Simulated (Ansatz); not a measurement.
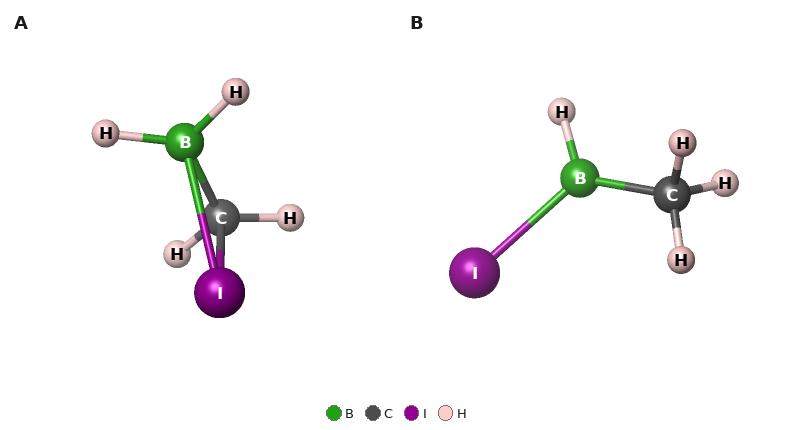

2 stationary structures of one formula. Geometries: PBE0-D4/def2-TZVP. Electronic energies: RHF-CCSD(T) (frozen core)/def2-TZVPP (Ansatz 0.2.0), without zero-point energy. No frequency run is at hand to confirm each as a minimum. Each is one conformer, not always the lowest.

### Rank them by energy, lowest first.

B is lowest; A lies 1.042 eV above it (Cs).
